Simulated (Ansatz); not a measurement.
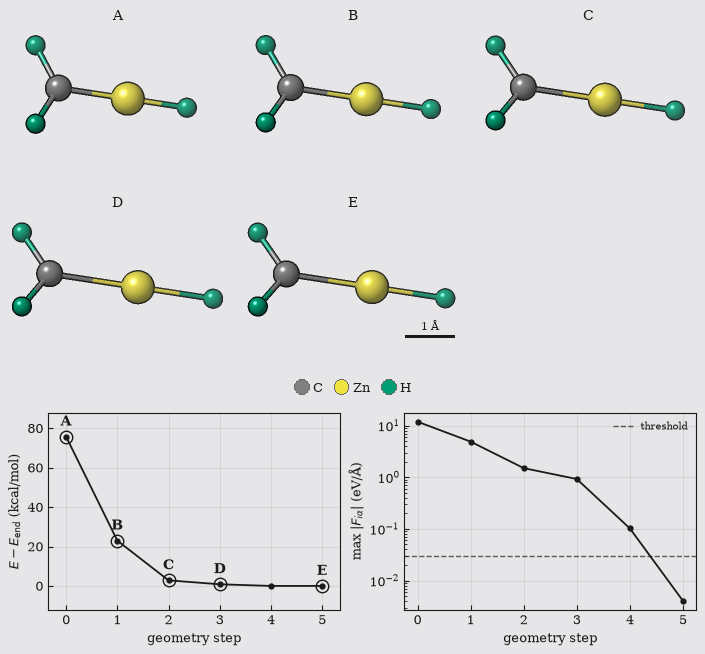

Frames of a relaxation of CH3Zn (charge −1), marked on the history of the run. A ball-and-stick model, seen at a tilt.

It is one of the separated reactants of a reaction.

Method: RKS PBE-D4/def2-SVPD (Ansatz 0.2.0).

The input:
```yaml
crystal:
  periodic: [false, false, false]
  atoms:
    - {symbol: C, position_ang: [-0.366189, -0.527311, 0.130202]}
    - {symbol: Zn, position_ang: [0.468490, 0.674561, -0.167713]}
    - {symbol: H, position_ang: [0.134313, -1.501152, 0.073479]}
    - {symbol: H, position_ang: [-1.416676, -0.346564, 0.386941]}
    - {symbol: H, position_ang: [1.180062, 1.700466, -0.422908]}
basis:
  gaussian: {orbitals: def2-SVPD}
total_charge: -1
hamiltonian: {xc: pbe, dispersion: d4}
relax: {f_tol: 0.03, max_steps: 250}
```

Launched with:
```bash
ansatz run in.yaml --threads 2 --pin off --events-out ev --progress --plain --max-ram 4352MiB
```

Describe the path.

Answer. The energy falls by 75.7 kcal/mol in 5 geometry steps. Largest force component: 12 eV/Å at the start, 0.0041 eV/Å at the end. The atom that moves furthest after the best rigid fit is H5 (0.50 Å). By element the largest moves are H 0.50 Å, Zn 0.20 Å, C 0.15 Å. Among the contacts that change: C1–Zn2 1.493 → 1.846 Å, Zn2–H5 1.274 → 1.577 Å, C1–H3 1.096 → 1.109 Å. Bond angles that change, for instance: H3–C1–H4 126.6° → 112.5°, Zn2–C1–H3 116.7° → 123.7°. Cost: 6.5 s on 2 threads of Arm Neoverse V2, on a shared host. From step 0 to 1: H5 moves most (0.20 Å), energy −52.7 kcal/mol. From step 1 to 2: H5 moves most (0.20 Å), energy −20.2 kcal/mol. From step 2 to 3: H5 moves most (0.18 Å), energy −1.98 kcal/mol. From step 3 to 5: H5 moves most (0.06 Å), energy −0.85 kcal/mol.

| step | E − E(0), kcal/mol | largest force component, eV/Å |
| --- | --- | --- |
| 0 | 0.00 | 11.8546 |
| 1 | -52.74 | 4.8774 |
| 2 | -72.90 | 1.4996 |
| 3 | -74.88 | 0.9226 |
| 4 | -75.73 | 0.1022 |
| 5 | -75.73 | 0.0041 |
